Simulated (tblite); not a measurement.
## Si2PH7O3: geometry relaxation (part 2 of 2)

The same run, continued: Si2PH7O3, SMILES O[Si](O)(O)P[SiH3]; GFN2-xTB geometry optimisation, gas phase (tblite 0.8.0). 

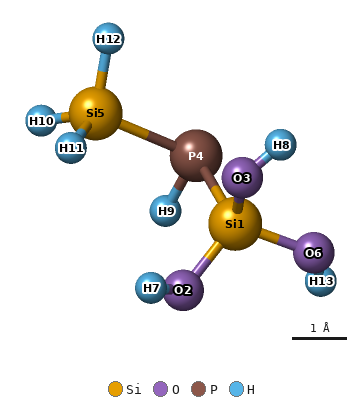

Fig. 1: The geometry at step 152 of the log (ball-and-stick view, seen at an oblique angle; atoms are numbered from 1 in the order of the input).

**Trajectory as extended XYZ, continued**
```
13
Properties=species:S:1:pos:R:3:forces:R:3 step=96 energy=-595.60437
Si   -0.0654    0.3464   -1.4671   -0.0120  -0.0050  -0.0010
O    -1.6436    0.6075   -1.1589   -0.0090  -0.0110   0.0130
O     0.3459   -1.1767   -1.0831   -0.0100  -0.0080  -0.0020
P     1.2536    1.7596   -0.3435   -0.0020   0.0090   0.0190
Si    0.9574    1.0284    1.7406    0.0000   0.0080  -0.0090
O     0.1468    0.5003   -3.0668   -0.0030   0.0130  -0.0130
H    -2.0293    0.2886   -0.3479    0.0170   0.0000  -0.0080
H     0.8298   -1.6833   -1.7294    0.0050   0.0100   0.0140
H     0.3141    2.7713   -0.2807    0.0000  -0.0090  -0.0100
H     0.3550    2.1022    2.5355    0.0030   0.0100   0.0050
H     0.0973   -0.1518    1.8789   -0.0060   0.0000  -0.0180
H     2.2898    0.7108    2.2523    0.0130  -0.0130   0.0090
H    -0.1462    1.2964   -3.5002    0.0060  -0.0040   0.0010
13
Properties=species:S:1:pos:R:3:forces:R:3 step=104 energy=-595.60586
Si   -0.0692    0.3521   -1.4641    0.0070  -0.0030   0.0000
O    -1.6472    0.6109   -1.1549    0.0180  -0.0090   0.0010
O     0.3318   -1.1703   -1.0664   -0.0210  -0.0170  -0.0130
P     1.2591    1.7641   -0.3472   -0.0040   0.0080  -0.0340
Si    0.9530    1.0213    1.7293    0.0040  -0.0020  -0.0160
O     0.1488    0.5099   -3.0628   -0.0160  -0.0200   0.0120
H    -2.0332    0.2830   -0.3479    0.0150  -0.0050  -0.0010
H     0.8946   -1.6598   -1.6597    0.0020   0.0230   0.0070
H     0.3251    2.7808   -0.2989    0.0010  -0.0020   0.0220
H     0.3835    2.1037    2.5353    0.0010  -0.0010   0.0180
H     0.0613   -0.1393    1.8352   -0.0030   0.0130   0.0190
H     2.2787    0.6527    2.2278   -0.0120  -0.0030   0.0080
H    -0.1811    1.2908   -3.4959    0.0060   0.0180  -0.0240
13
Properties=species:S:1:pos:R:3:forces:R:3 step=112 energy=-595.60834
Si   -0.0803    0.3541   -1.4680    0.0040   0.0110   0.0040
O    -1.6512    0.6057   -1.1287    0.0160   0.0080   0.0050
O     0.3073   -1.1706   -1.0659    0.0100  -0.0120  -0.0530
P     1.2634    1.7721   -0.3670   -0.0400  -0.0210  -0.0270
Si    0.9468    1.0210    1.7052    0.0080  -0.0310   0.0220
O     0.1138    0.5052   -3.0704    0.0120   0.0150   0.0090
H    -2.0215    0.2522   -0.3252    0.0010  -0.0080   0.0030
H     0.9628   -1.6211   -1.5914   -0.0110   0.0110   0.0230
H     0.3268    2.7856   -0.3086    0.0050   0.0080   0.0090
H     0.4221    2.1035    2.5390   -0.0080   0.0270   0.0010
H     0.0187   -0.1110    1.8069   -0.0180   0.0090   0.0120
H     2.2535    0.5916    2.2031    0.0190   0.0020  -0.0120
H    -0.1570    1.3117   -3.4994    0.0030  -0.0180   0.0040
13
Properties=species:S:1:pos:R:3:forces:R:3 step=120 energy=-595.61008
Si   -0.0868    0.3551   -1.4762    0.0070   0.0120  -0.0020
O    -1.6510    0.6074   -1.1162   -0.0140   0.0080  -0.0240
O     0.2833   -1.1767   -1.0864    0.0260  -0.0200  -0.0230
P     1.2554    1.7671   -0.3689    0.0420  -0.0020  -0.0250
Si    0.9438    1.0157    1.7021    0.0010  -0.0040   0.0300
O     0.1110    0.5152   -3.0765   -0.0020   0.0180  -0.0120
H    -2.0131    0.2255   -0.3224   -0.0160  -0.0130   0.0100
H     1.0026   -1.6055   -1.5417   -0.0240   0.0290   0.0120
H     0.3336    2.7924   -0.3006   -0.0190  -0.0160  -0.0100
H     0.4502    2.1149    2.5342    0.0060   0.0100   0.0070
H    -0.0156   -0.0899    1.8128    0.0030   0.0030   0.0170
H     2.2496    0.5600    2.1822   -0.0140  -0.0040  -0.0110
H    -0.1576    1.3188   -3.5127    0.0040  -0.0210   0.0310
13
Properties=species:S:1:pos:R:3:forces:R:3 step=128 energy=-595.61127
Si   -0.0857    0.3582   -1.4813   -0.0170  -0.0240  -0.0170
O    -1.6499    0.6096   -1.1206   -0.0150   0.0120  -0.0110
O     0.2692   -1.1791   -1.1024    0.0280  -0.0320   0.0150
P     1.2634    1.7582   -0.3694    0.0070   0.0030   0.0050
Si    0.9417    1.0152    1.7049    0.0090   0.0010   0.0110
O     0.1119    0.5262   -3.0807    0.0030   0.0150   0.0040
H    -2.0184    0.2056   -0.3405   -0.0080  -0.0090   0.0000
H     1.0342   -1.5853   -1.4989   -0.0100   0.0100  -0.0070
H     0.3361    2.7777   -0.3038   -0.0070   0.0150  -0.0110
H     0.4816    2.1285    2.5388    0.0150  -0.0050  -0.0060
H    -0.0419   -0.0686    1.8294    0.0120   0.0130   0.0100
H     2.2439    0.5305    2.1667   -0.0210  -0.0080   0.0040
H    -0.1808    1.3231   -3.5124    0.0030   0.0060   0.0020
13
Properties=species:S:1:pos:R:3:forces:R:3 step=136 energy=-595.61274
Si   -0.0965    0.3515   -1.4865    0.0120   0.0220   0.0070
O    -1.6622    0.5953   -1.1256    0.0060  -0.0160   0.0060
O     0.2611   -1.1874   -1.1153   -0.0220   0.0190   0.0140
P     1.2586    1.7475   -0.3724    0.0130  -0.0260  -0.0230
Si    0.9429    1.0210    1.7067   -0.0090  -0.0070   0.0410
O     0.1149    0.5469   -3.0818   -0.0270   0.0030   0.0210
H    -2.0356    0.1553   -0.3667    0.0010   0.0070  -0.0270
H     1.0606   -1.5655   -1.4663    0.0330  -0.0290  -0.0290
H     0.3439    2.7781   -0.3229   -0.0220   0.0160   0.0140
H     0.5370    2.1522    2.5439    0.0150  -0.0010  -0.0090
H    -0.0704   -0.0313    1.8629   -0.0020   0.0180  -0.0090
H     2.2303    0.4856    2.1536   -0.0060   0.0040  -0.0070
H    -0.1794    1.3507   -3.5001    0.0090  -0.0100   0.0000
13
Properties=species:S:1:pos:R:3:forces:R:3 step=144 energy=-595.61486
Si   -0.1030    0.3406   -1.4825    0.0040   0.0120  -0.0200
O    -1.6734    0.5731   -1.1345    0.0120  -0.0170   0.0380
O     0.2642   -1.2037   -1.1422    0.0200   0.0070   0.0080
P     1.2478    1.7373   -0.3636   -0.0010  -0.0200   0.0000
Si    0.9536    1.0393    1.7307   -0.0330   0.0070  -0.0030
O     0.1076    0.5568   -3.0752    0.0170  -0.0020  -0.0090
H    -2.0688    0.0907   -0.4138    0.0090   0.0050  -0.0130
H     1.0552   -1.5768   -1.5209   -0.0280   0.0090   0.0020
H     0.3328    2.7698   -0.3211   -0.0080  -0.0080   0.0210
H     0.6008    2.1975    2.5553    0.0260  -0.0050  -0.0070
H    -0.0969    0.0297    1.9177    0.0040   0.0060  -0.0090
H     2.2304    0.4650    2.1608   -0.0190   0.0100  -0.0160
H    -0.1449    1.3807   -3.4811   -0.0030  -0.0030   0.0080
13
Properties=species:S:1:pos:R:3:forces:R:3 step=152 energy=-595.61817
Si   -0.1167    0.3382   -1.4749    0.0040   0.0050   0.0200
O    -1.6827    0.5415   -1.0913   -0.0060  -0.0130   0.0420
O     0.2720   -1.2054   -1.1548    0.0630  -0.0140  -0.0380
P     1.2364    1.7349   -0.3637   -0.0090  -0.0050   0.0190
Si    0.9444    1.0588    1.7374   -0.0090   0.0350  -0.0450
O     0.0896    0.5690   -3.0674    0.0230  -0.0720   0.0200
H    -2.1005   -0.0595   -0.4794    0.0450   0.0200  -0.0390
H     1.0707   -1.5496   -1.5472   -0.0650  -0.0070   0.0340
H     0.3238    2.7673   -0.3139   -0.0190   0.0120  -0.0040
H     0.7529    2.2604    2.5521   -0.0180  -0.0220   0.0080
H    -0.1801    0.1422    1.9590   -0.0110   0.0280   0.0130
H     2.1796    0.3810    2.1258    0.0320  -0.0370   0.0030
H    -0.0842    1.4210   -3.4521   -0.0290   0.0690  -0.0320
13
Properties=species:S:1:pos:R:3:forces:R:3 step=160 energy=-595.63239
Si   -0.0897    0.3491   -1.4388   -0.0280  -0.0600  -0.0480
O    -1.6327    0.5246   -0.9614   -0.0940  -0.1680   0.1090
O     0.3134   -1.1984   -1.1561   -0.0050   0.0100   0.0430
P     1.2201    1.7873   -0.3561    0.0480   0.0120  -0.0070
Si    0.9298    1.0763    1.7290    0.0740   0.0560   0.1170
O     0.0779    0.5661   -3.0423   -0.0310   0.1330  -0.0600
H    -2.1040   -0.2596   -0.6770    0.0560   0.1510  -0.0770
H     1.0994   -1.5335   -1.5754    0.0320  -0.0380  -0.0140
H     0.2717    2.7880   -0.2994   -0.0050  -0.0110   0.0020
H     1.0157    2.2970    2.5385   -0.0040  -0.0550   0.0320
H    -0.3351    0.3977    2.0358    0.0430   0.0100  -0.0270
H     2.0528    0.1813    2.0476   -0.1130   0.0460  -0.0600
H    -0.1140    1.4238   -3.4147    0.0280  -0.0850  -0.0110
13
Properties=species:S:1:pos:R:3:forces:R:3 step=168 energy=-595.64667
Si   -0.0664    0.3298   -1.4139   -0.0180   0.0220  -0.0100
O    -1.5837    0.4917   -0.8564   -0.0530  -0.1070   0.0420
O     0.3646   -1.2140   -1.1544    0.0180   0.0090  -0.0090
P     1.2107    1.8256   -0.3646   -0.0050  -0.0290   0.0310
Si    0.9165    1.1138    1.7222   -0.0120  -0.0060   0.0680
O     0.0436    0.5658   -3.0227   -0.0040  -0.0220  -0.0110
H    -2.1245   -0.2912   -0.7560    0.0470   0.0770  -0.0430
H     1.1256   -1.5599   -1.6123   -0.0160   0.0260   0.0090
H     0.2254    2.7911   -0.3274    0.0040   0.0040   0.0070
H     1.1437    2.2759    2.5867   -0.0020  -0.0090  -0.0180
H    -0.3945    0.5363    2.0422    0.0360   0.0420  -0.0270
H     1.9422    0.0964    1.9636    0.0030  -0.0050  -0.0110
H    -0.0979    1.4386   -3.3774    0.0010  -0.0020  -0.0290
13
Properties=species:S:1:pos:R:3:forces:R:3 step=176 energy=-595.65363
Si   -0.0657    0.3328   -1.3939   -0.0210  -0.0300  -0.0300
O    -1.5831    0.4463   -0.8222    0.0680   0.0250   0.0230
O     0.4192   -1.1973   -1.1398    0.0020   0.0150  -0.0380
P     1.2039    1.8316   -0.3474    0.0060  -0.0250  -0.0060
Si    0.9203    1.1224    1.7428   -0.0120   0.0670   0.0430
O     0.0200    0.5470   -3.0098    0.0060   0.0040  -0.0030
H    -2.1382   -0.3284   -0.8658   -0.0540  -0.0300  -0.0080
H     1.1403   -1.5314   -1.6659    0.0030   0.0060   0.0240
H     0.2227    2.7985   -0.3107   -0.0170   0.0330   0.0160
H     1.2462    2.2690    2.6003    0.0230  -0.0390  -0.0310
H    -0.4287    0.6685    2.0870    0.0070  -0.0190  -0.0150
H     1.8768    0.0319    1.9430   -0.0130   0.0040   0.0110
H    -0.1283    1.4090   -3.3880    0.0020  -0.0120   0.0110
13
Properties=species:S:1:pos:R:3:forces:R:3 step=184 energy=-595.65756
Si   -0.0654    0.3228   -1.3901   -0.0080   0.0050  -0.0020
O    -1.5706    0.4132   -0.7877    0.0140   0.0180   0.0080
O     0.4466   -1.1997   -1.1535   -0.0020   0.0040   0.0100
P     1.1941    1.8342   -0.3464   -0.0080  -0.0040  -0.0140
Si    0.9097    1.1289    1.7454    0.0130   0.0160   0.0060
O    -0.0054    0.5379   -3.0073   -0.0030   0.0390  -0.0040
H    -2.1626   -0.3235   -0.9244   -0.0180  -0.0160  -0.0030
H     1.2111   -1.4965   -1.6374    0.0190  -0.0180  -0.0040
H     0.2211    2.8126   -0.3148    0.0000  -0.0210   0.0090
H     1.3439    2.2374    2.6018    0.0020  -0.0080  -0.0150
H    -0.4572    0.7547    2.1101   -0.0020  -0.0020  -0.0040
H     1.7981   -0.0232    1.9149   -0.0120   0.0030   0.0100
H    -0.1582    1.4012   -3.3809    0.0050  -0.0140   0.0030
13
Properties=species:S:1:pos:R:3:forces:R:3 step=192 energy=-595.65840
Si   -0.0673    0.3136   -1.3920   -0.0020   0.0040   0.0010
O    -1.5702    0.3950   -0.7830    0.0090  -0.0040  -0.0020
O     0.4542   -1.2076   -1.1691    0.0010  -0.0040   0.0010
P     1.1844    1.8277   -0.3464    0.0040   0.0060   0.0040
Si    0.9126    1.1367    1.7515    0.0130  -0.0020   0.0060
O    -0.0126    0.5478   -3.0065   -0.0010   0.0010  -0.0090
H    -2.1697   -0.3303   -0.9474   -0.0100  -0.0070   0.0040
H     1.2250   -1.4973   -1.6482   -0.0010  -0.0020   0.0020
H     0.1994    2.7929   -0.3090    0.0040   0.0000   0.0010
H     1.3902    2.2410    2.5896   -0.0060  -0.0020  -0.0050
H    -0.4597    0.8010    2.1331   -0.0020   0.0030  -0.0020
H     1.7705   -0.0371    1.9289   -0.0080   0.0040  -0.0030
H    -0.1517    1.4165   -3.3719   -0.0010   0.0040   0.0030
13
Properties=species:S:1:pos:R:3:forces:R:3 step=194 energy=-595.65844
Si   -0.0675    0.3139   -1.3921    0.0010  -0.0020   0.0000
O    -1.5696    0.3926   -0.7808    0.0040   0.0000  -0.0040
O     0.4538   -1.2075   -1.1690    0.0040   0.0000  -0.0030
P     1.1850    1.8289   -0.3475   -0.0020  -0.0050   0.0030
Si    0.9128    1.1363    1.7501    0.0020   0.0040   0.0040
O    -0.0140    0.5493   -3.0067   -0.0020   0.0020  -0.0030
H    -2.1705   -0.3317   -0.9455    0.0000  -0.0030   0.0020
H     1.2268   -1.4977   -1.6443   -0.0050   0.0020   0.0020
H     0.1995    2.7936   -0.3099    0.0030   0.0020   0.0030
H     1.3910    2.2401    2.5885   -0.0050  -0.0030  -0.0040
H    -0.4604    0.8022    2.1309    0.0020   0.0050  -0.0030
H     1.7679   -0.0389    1.9275   -0.0020   0.0000  -0.0030
H    -0.1495    1.4189   -3.3715   -0.0010  -0.0020   0.0070
```

This output came from the following input.

**Input**
```
{"job": {"kind": "relax", "xc": "GFN2-xTB", "basis": "xTB"}, "charge": 0, "multiplicity": 1}
Si    -0.142940     0.360287    -1.566229
O     -1.847010     0.252384    -1.089776
O      0.611637    -1.237789    -1.505553
P      0.929977     1.692283    -0.243374
Si     0.989352     1.114716     1.864220
O     -0.046252     0.978342    -3.244043
H     -2.204309    -0.489838    -0.562414
H      0.156418    -2.044518    -1.206327
H      0.789215     3.063231    -0.466406
H      0.377024     2.141429     2.632933
H      0.275727    -0.104813     2.041322
H      2.323001     0.921510     2.270776
H      0.493412     1.752703    -3.495460
```

The first line tells a small driver script what to run in tblite; the rest is the geometry in Å.

Run as:
```bash
OMP_NUM_THREADS=1 python <driver script> task.json out
```

**Results in brief**

```json
{"quantity": "outcome", "value": "converged"}
{"quantity": "total energy", "value": "−595.6584 eV"}
{"quantity": "hardware", "value": "1 CPU thread, shared host"}
{"quantity": "wall time", "value": "3.5 s"}
{"quantity": "peak memory", "value": "0.18 GiB"}
```
